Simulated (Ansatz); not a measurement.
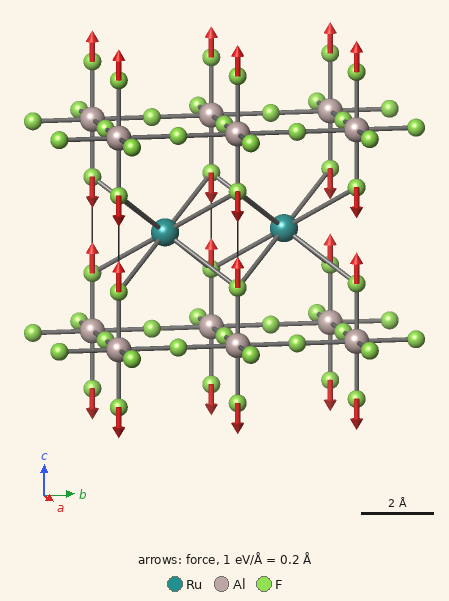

Starting geometry of solid AlRuF4 (a generated structure, set up in P4/mmm) with the computed forces as red arrows. A ball-and-stick model of the cell of the calculation, repeated 1 × 2 × 1 with one cell outlined, seen slightly off an axis.

The start is a swapped structure.

Method: DFT, PAW plane waves, r2SCAN in Ansatz.

The input:
```yaml
crystal:
  lattice:
    - [3.406221, 0.0, 0.0]
    - [0.0, 3.406221, 0.0]
    - [0.0, 0.0, 5.993541]
  atoms:
    - { symbol: Ru, position: [0.5, 0.5, 0.5] }
    - { symbol: Al, position: [0.0, 0.0, 0.0] }
    - { symbol: F, position: [0.5, 0.0, 0.0] }
    - { symbol: F, position: [0.0, 0.5, 0.0] }
    - { symbol: F, position: [0.0, 0.0, 0.2728] }
    - { symbol: F, position: [0.0, 0.0, 0.7272] }
  symmetry: { tolerance: 0.0003 }
kpoints:
  mp_grid: { grid: [8, 8, 5], shift: [0, 0, 0] }
magnetization:
  spin_polarized: false
scf:
  occupations: { method: fermi_dirac }
  lower_state_search: "off"
hamiltonian:
  pseudopotentials: { kind: paw }
  xc: r2scan
basis:
  ecutwfc: 500
  fft_grid_basis: typed
relax:
  max_steps: 80
output:
  forces: true
  stress: true
  eigenvalues: true
  bader: true
  populations: true
  elf: true
  write_potential: true
  volumetric_format: npy
  dos:
    e_range: [-12, 8]
    de: 0.05
    projected: { site_lists: { Al: [Al], F: [F], Ru: [Ru] } }
  write_density: true
checkpoint:
  read: saved_state
```

Command:
```bash
ansatz run input.yaml --threads 2 --pin off --max-ram 2560MiB --backend cpu --events-out ev --progress --plain --runs-dir out
```

### Is this structure relaxed? If not, where do the atoms go?

It isn't relaxed: the largest force vector, on F atoms, is 4.40 eV/Å. The atoms end up moving mostly along the starting forces (cosine between the two patterns 1.00). Over 4 accepted moves (5 points after the start) the energy falls by 0.673 eV per cell of the calculation. Largest force component: 4.4 eV/Å at the start, 0.00012 eV/Å at the end. 1 step only repeated the SCF at the same geometry. The largest moves, 0.17 Å, are those of F5 and F6. F5 goes along +c. Ru and Al stay in place. The cell doesn't change. Among the contacts that change: Al2–F5 1.635 → 1.805 Å, Ru1–F5 2.767 → 2.687 Å. The space group stays P4/mmm (No. 123).

Limits of the set-up: an odd number of electrons was run without spin polarisation, which fails if the electron would localise.
